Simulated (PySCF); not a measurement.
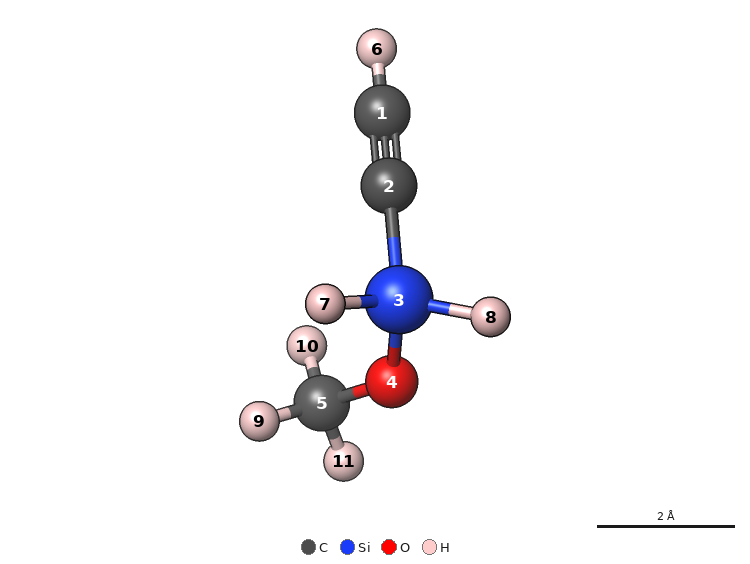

The computed structure is the end point of a GFN2-xTB optimisation. No frequency run is at hand to confirm it as a minimum.

Give the bond lengths.

| bond | length (Å) | order |
| --- | --- | --- |
| C1–C2 | 1.202 | triple |
| C1–H6 | 1.053 | single |
| C2–Si3 | 1.858 | single |
| Si3–O4 | 1.623 | single |
| Si3–H7 | 1.469 | single |
| Si3–H8 | 1.455 | single |
| O4–C5 | 1.392 | single |
| C5–H9 | 1.093 | single |
| C5–H10 | 1.093 | single |
| C5–H11 | 1.091 | single |
